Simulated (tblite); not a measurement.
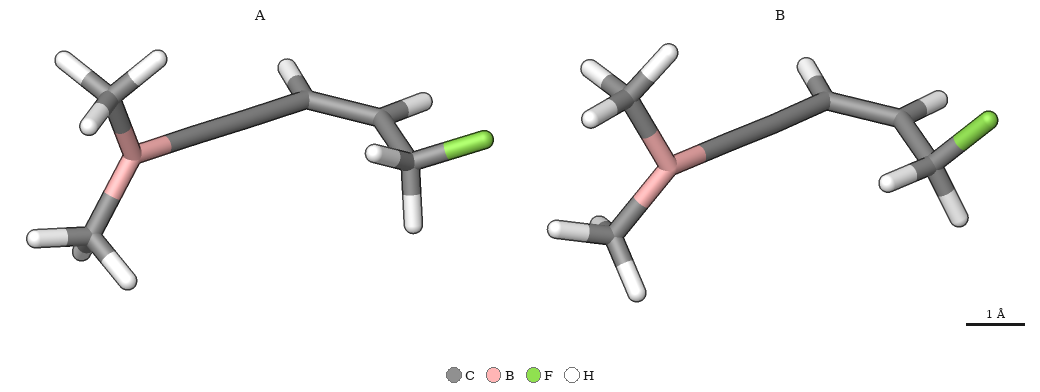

Two geometries of C₇H₁₀BF, drawn at one scale. One is the start of a relaxation, the other its converged end. Style: stick. Shown at a tilt.

Method: GFN2-xTB geometry optimisation, gas phase (tblite 0.8.0). 

Which one is relaxed?

Answer. Structure A is the relaxed one. The largest move after the best rigid fit is that of an H atom, 0.59 Å. By element the largest moves are H 0.59 Å, B 0.50 Å, F 0.48 Å, C 0.34 Å. Some distances before and after: B–C 1.559 → 1.503 Å, C–H 1.132 → 1.091 Å, C–C 1.435 → 1.406 Å, C–H 1.110 → 1.088 Å. Among the angles between lasting bonds that change: B–C–H 104.5° → 112.8°, H–C–H 113.4° → 106.1°, C–B–C 114.5° → 121.4°. Groups turn about C–C by about 30°. The energy falls by 65.4 kJ/mol in 108 geometry steps.
